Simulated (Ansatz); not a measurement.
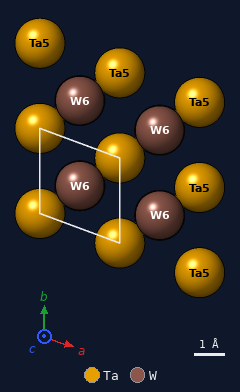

This is the input geometry for a relaxation of crystalline Ta$_{5}$W (a generated structure, set up in Cmmm). Style: spheres-only. Shown: the cell of the calculation, repeated 2 × 2 × 1 with one cell outlined, along the c axis.

Method: DFT PBE, scalar-relativistic, plane waves, PAW in Ansatz.

The input:
```yaml
crystal:
  lattice:
    - [1.6373492408, -2.3523406689, 0.0]
    - [1.6373492408, 2.3523406689, 0.0]
    - [0.0, 0.0, 13.9490177161]
  atoms:
    - { symbol: Ta, position: [0.0, 0.0, 0.1592057541] }
    - { symbol: Ta, position: [0.5, 0.5, 0.3302338035] }
    - { symbol: Ta, position: [0.0, 0.0, 0.5] }
    - { symbol: Ta, position: [0.5, 0.5, 0.6697661965] }
    - { symbol: Ta, position: [0.0, 0.0, 0.8407942459] }
    - { symbol: W, position: [0.5, 0.5, 0.0] }
basis:
  ecutwfc: 420
kpoints:
  mp_grid: { grid: [14, 14, 4] }
hamiltonian:
  xc: pbe
scf:
  occupations: { method: gaussian, width: 0.1 }
output:
  forces: true
  stress: true
  eigenvalues: true
  write_density: true
  write_potential: true
  elf: true
  volumetric_format: npy
relax:
  adjacent_minimum: "off"
  f_tol: 0.01
  max_steps: 80
  cell: { stress_tol: 0.05 }
```

Command:
```bash
ansatz run input.yaml --threads 1 --pin off --max-ram 2560MiB --backend cpu --events-out ev --progress --plain --runs-dir out
```

**Predict the outcome.**

The energy falls by 0.9 meV per atom in 3 accepted moves (5 points after the start). The largest force component goes from 0.15 to 0.00079 eV/Å. Pressure: −0.49 GPa at the start and 0.01 GPa at the end. The line search rejected the trial step at point 1 of the run. The SCF was repeated once at an unchanged geometry on a basis and grid sized afresh for the cell, which shifted the energy by less than 0.05 meV per atom at most. The largest moves relative to the cell, 0.017 Å, are those of Ta1 and Ta5. Ta5 goes along −c. W stays in place. The volume changes by −0.3 %, with a = b 2.866 → 2.857 Å (−0.3 %), c 13.949 → 13.954 Å (0.0 %), γ 110.3° → 109.8°. Some distances before and after: Ta1–Ta2 3.350 → 3.328 Å, Ta1–W6 2.759 → 2.776 Å, Ta1–Ta2 (another image) 2.894 → 2.882 Å, W6–W6 2.866 → 2.857 Å. The space group stays Cmmm (No. 65). The run took 10 min on 1 thread of Intel(R) Xeon(R) Processor @ 2.50GHz (Skylake/Cascade Lake), on a shared host, peak memory 0.86 GiB.

Step by step:

```tsv
step	E − E(0), meV/atom	largest force component, eV/Å	pressure, GPa	volume, Å³/atom	note
0	0.00	0.1524	-0.49	17.909	
1	2.30	0.2824	2.35	17.650	rejected
2	-0.80	0.0318	-0.35	17.881	
3	-0.88	0.0028	0.16	17.840	
4	-0.88	0.0008	0.01	17.853	
5	-0.86	0.0008	0.01	17.853	same geometry, new basis
```

The structure at the end:

```xyz
6
Lattice="1.6421 -2.3374 0.0000 1.6421 2.3374 0.0000 0.0000 0.0000 13.9542" Properties=species:S:1:pos:R:3 pbc="T T T"
Ta    0.0000    0.0000    2.2381
Ta    1.6421    0.0000    4.6069
Ta    0.0000    0.0000    6.9771
Ta    1.6421    0.0000    9.3473
Ta    0.0000    0.0000   11.7161
W     1.6421    0.0000   13.9542
```
